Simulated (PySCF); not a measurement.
```xyz
20

C     3.8063   -0.1175   -0.3145
C     2.3584   -0.3580   -0.6383
O     1.9823   -0.8706   -1.6789
O     1.5457    0.0318    0.3150
C     0.1614   -0.2337    0.0544
Si   -0.2907   -0.2866   -1.8092
O    -1.6718    0.6103   -1.3303
Si   -1.2380    1.0796    0.1700
O    -2.3648    0.7983    1.2787
Si   -3.6128   -0.0529    1.8799
H     4.2244   -1.0285    0.1107
H     4.3513    0.1151   -1.2247
H     3.8981    0.6843    0.4117
H    -0.0905   -1.1485    0.5990
H    -0.7210   -1.5739   -2.3142
H     0.3143    0.6641   -2.7265
H    -0.8668    2.4750    0.2859
H    -3.0851   -0.6741    3.0953
H    -4.6336    0.9540    2.1605
H    -4.0723   -1.0573    0.9237
```

Geometry: GFN2-xTB.

Method: PBE0/pcSseg-1, SCF density, gas phase, non-relativistic (PySCF 2.14.0).

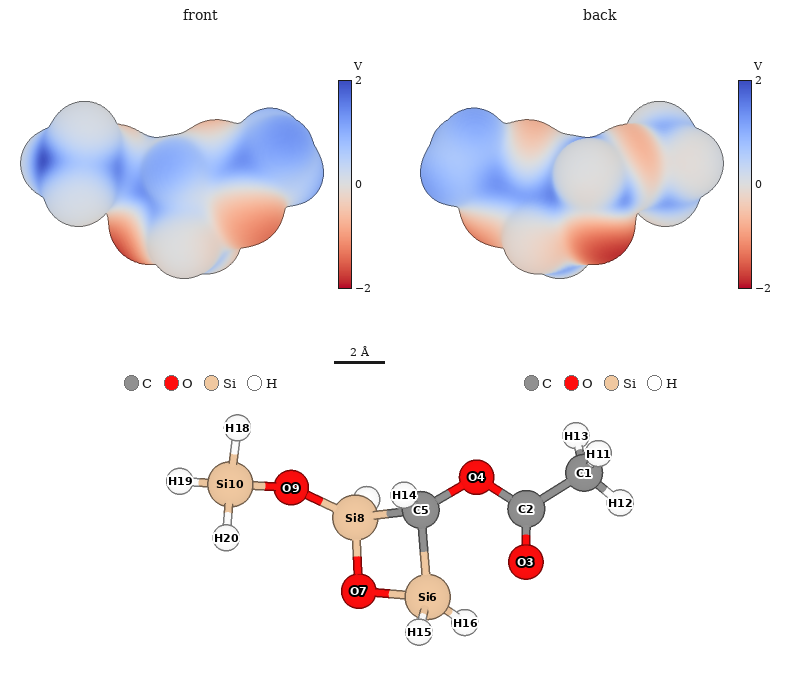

C$_{3}$H$_{10}$O$_{4}$Si$_{3}$. The electrostatic potential painted on the density surface at 0.002 e/bohr³, seen from the front and from behind; red is negative and blue positive. The bare structure is drawn below in the same view.

### Where is the surface potential most negative and most positive?

The most negative region (about −1.8 V, or −42 kcal/mol for a unit charge) lies over O7, the most positive (about +1.6 V, or +37 kcal/mol for a unit charge) over Si10. O7 is the likeliest acceptor of a hydrogen bond.
